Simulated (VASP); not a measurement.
Band structure of Pt3Ti (L1_2). These are rev-vdW-DF2, VASP's PBE PAW potentials (set 64) (plane waves; VASP) values and carry that method's errors.

Unless said otherwise, spin-orbit coupling is left out, though it shifts the bands of the heavy elements here.

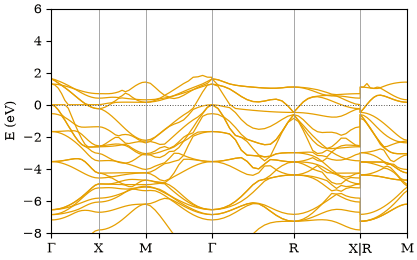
Bands along high-symmetry lines, zero at the valence-band maximum or, without a gap, the Fermi level

Task: Read the plot: is there a gap, and where are the band edges?

Result: It has no gap at this level: it comes out as a metal or semimetal. (Edges off the drawn lines would not show.)

The compound is Pt3Ti in the L1_2 structure. It was relaxed first.
